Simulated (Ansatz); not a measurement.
**A family of molecules: the atomisation energy (no zero-point term)**

One atom is swapped for its congeners: C2H6O (ethanol) `CCO`; C2H6S (ethanethiol) `CCS`; C2H6Se `CC[SeH]`; C2H6Te `CC[TeH]`. All are singlets with charge 0.

Shapes, held fixed at every level: PBE0-D4/def2-TZVP. Flexible molecules stand in one conformer, not always the lowest. Programs: Ansatz 0.2.0. Values in eV.

| level | C2H6O | C2H6S | C2H6Se | C2H6Te |
| --- | --- | --- | --- | --- |
| HF/def2-SVP | 26.14 | 25.11 | 24.45 | 23.56 |
| HF/def2-TZVPP | 25.83 | 24.93 | 24.19 | 23.40 |
| r2SCAN-D4/def2-TZVPP | 35.12 | 33.44 | 32.68 | 31.75 |
| PBE0-D4/def2-TZVPP | 35.14 | 33.51 | 32.72 | 31.86 |
| wB97M-V/def2-TZVPP | 35.19 | 33.53 | 32.60 | 31.72 |
| B2PLYP/def2-TZVPP | 34.80 | 33.03 | 32.28 | 31.44 |
| CCSD(T)/def2-TZVPP | 34.35 | 32.63 | 31.97 | 31.13 |

At CCSD(T)/def2-TZVPP the atomisation energy falls at every step, from 34.35 to 31.13 eV. Every level shows the same order. For atoms past krypton def2 sets carry core potentials with scalar relativity. Relativity is left out for Se unless named. Correlated rows may include outer-core shells of Se, Te, which these sets cover unevenly. Spin-orbit coupling, which grows down the group, is left out (summed over each molecule's free atoms 0.02, 0.03, 0.12, 0.27 eV).

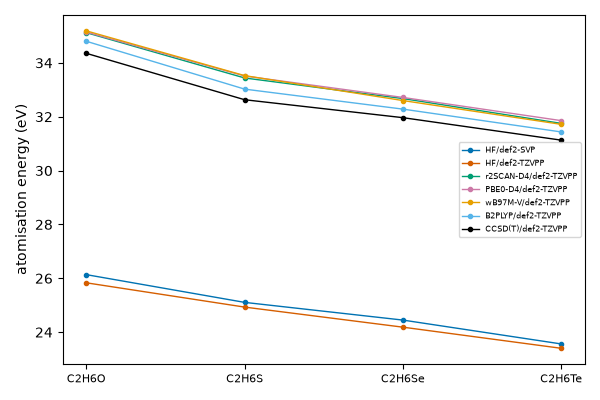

The trend along the series, level by level.
